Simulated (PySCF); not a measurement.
# C3H4FNO− (SMILES N[C]([O-])/C=C/F): UCCSD(T)/STO-3G

Aim: the vertical ionisation energy of C3H4FNO− at UCCSD(T)/STO-3G, from 2 runs. Input form: a Python script.

The calculation is run with PySCF 2.14.0.

### Step 1. The structure to begin with

The species is C3H4FNO− (10 atoms), meant as a doublet with charge -1. As SMILES, `N[C]([O-])/C=C/F`. The coordinates come from a GFN2-xTB relaxation. This is one conformer, not always the lowest.

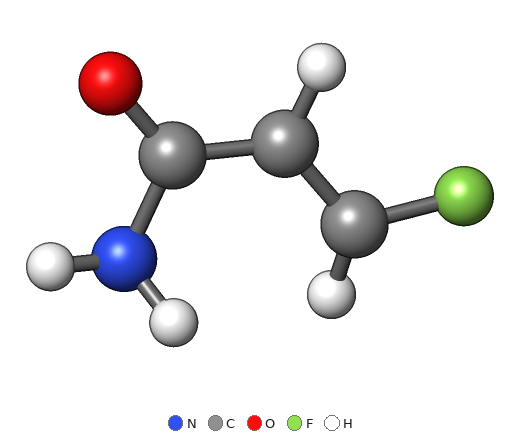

The structure, seen from a chosen angle (nitrogen blue, carbon grey, oxygen red, fluorine green, hydrogen white).

### Step 2. The energy at UCCSD(T)/STO-3G

run.py

```python
# N[C]([O-])/C=C/F
from pyscf import gto, scf, cc

mol = gto.M(
    atom='''
N    1.024780  -0.527770  -1.062270
C    0.055900  -1.025720  -0.111970
O   -0.049000  -2.275400   0.014790
C   -0.702950  -0.064330   0.562660
C   -0.547650   1.313140   0.472870
F   -1.454510   2.134820   1.161490
H    1.686290  -1.266590  -1.277230
H    1.507090   0.289500  -0.707150
H   -1.403750  -0.434790   1.299390
H   -0.116190   1.857150  -0.352590
''',
    charge=-1,
    spin=1,
    verbose=3,
    basis='sto-3g',
    max_memory=1860,
)

mf = scf.UHF(mol)
mf.conv_tol = 1e-10
mf.kernel()
if not mf.converged:
    mf = mf.newton().run(mf.mo_coeff, mf.mo_occ)

mycc = cc.CCSD(mf, frozen=6)
mycc.kernel()
e_t = mycc.ccsd_t()
e_final = mycc.e_tot + e_t
print('Final energy', e_final)
```

The run is started by

```sh
$ OMP_NUM_THREADS=1 python run.py
```

The program printed:

```text
converged SCF energy = -339.923956072221  <S^2> = 0.90757399  2S+1 = 2.1518123
E(UCCSD) = -340.2222683187638  E_corr = -0.2983122465432193
UCCSD(T) correction = -0.00759334393218912
Final energy -340.22986166269595
```

It took 2.6 s on 1 thread of Arm Neoverse V2, shared host; peak memory 0.13 GiB.

### Step 3. Singlet neutral C3H4FNO

calc.py

```python
from pyscf import gto, scf, cc

molecule = gto.Mole()
molecule.atom = '''
N      1.024780    -0.527770    -1.062270
C      0.055900    -1.025720    -0.111970
O     -0.049000    -2.275400     0.014790
C     -0.702950    -0.064330     0.562660
C     -0.547650     1.313140     0.472870
F     -1.454510     2.134820     1.161490
H      1.686290    -1.266590    -1.277230
H      1.507090     0.289500    -0.707150
H     -1.403750    -0.434790     1.299390
H     -0.116190     1.857150    -0.352590
'''
molecule.max_memory = 1860
molecule.verbose = 3
molecule.charge = 0
molecule.basis = 'sto-3g'
molecule.build()

hf = scf.RHF(molecule)
hf.conv_tol = 1e-10
hf.kernel()
if not hf.converged:
    hf = hf.newton().run(hf.mo_coeff, hf.mo_occ)

mycc = cc.CCSD(hf, frozen=6)
mycc.kernel()
e_t = mycc.ccsd_t()
e_tot = mycc.e_tot + e_t
print('E(%s) = %.9f' % ('CCSD(T)', e_tot))
```

The run is started by

```sh
$ OMP_NUM_THREADS=1 python calc.py
```

The program printed:

```text
converged SCF energy = -340.064909250461
E(CCSD) = -340.4332358457044  E_corr = -0.3683265952431683
CCSD(T) correction = -0.0101006179627274
E(CCSD(T)) = -340.443336464
```

Wall time 1.2 s (1 thread of Arm Neoverse V2, shared host); peak memory 0.11 GiB.

### Step 4. Results

At UCCSD(T)/STO-3G, 6 core orbitals frozen:

| quantity | value |
| --- | --- |
| doublet C3H4FNO−: total energy | -340.22986 Eh |
| doublet C3H4FNO−: HOMO energy (Hartree–Fock orbitals) (highest over α and β) | 3.19 eV |
| doublet C3H4FNO−: LUMO energy (Hartree–Fock orbitals) (lowest over α and β) | 15.16 eV |
| doublet C3H4FNO−: correlation energy (6 core orbitals frozen) | -305.9 mEh |
| doublet C3H4FNO−: (T) correction | -7.59 mEh |
| doublet C3H4FNO−: ⟨S²⟩ of the reference determinant | 0.908 |
| doublet C3H4FNO−: T1 diagnostic | 0.021 |
| singlet neutral C3H4FNO: total energy | -340.44334 Eh |
| singlet neutral C3H4FNO: dipole moment (Hartree–Fock density) | 2.45 D |
| singlet neutral C3H4FNO: HOMO energy (Hartree–Fock orbitals) | -7.85 eV |
| singlet neutral C3H4FNO: LUMO energy (Hartree–Fock orbitals) | 4.96 eV |
| singlet neutral C3H4FNO: HOMO–LUMO gap (Hartree–Fock orbitals) | 12.82 eV |
| singlet neutral C3H4FNO: correlation energy (6 core orbitals frozen) | -378.4 mEh |
| singlet neutral C3H4FNO: (T) correction | -10.10 mEh |
| singlet neutral C3H4FNO: T1 diagnostic | 0.012 |
| vertical detachment energy (to the singlet neutral) | -5.809 eV |

The species is unbound against losing an electron at this level, by 5.81 eV (−560 kJ/mol); missing correlation or diffuse functions can give that sign where the real anion is bound. Only the singlet of the ionised species was computed; a triplet could lie lower. In a minimal basis such a difference can be off by several eV, whatever the method. ⟨S²⟩ (doublet C3H4FNO−) is 0.91 where a pure doublet has 0.75: the reference is spin-contaminated. Mulliken charges (doublet C3H4FNO−) of the mean-field density run from -0.44 on N1 to +0.13 on C2. The triples (doublet C3H4FNO−) make up 2.5 % of the correlation energy.
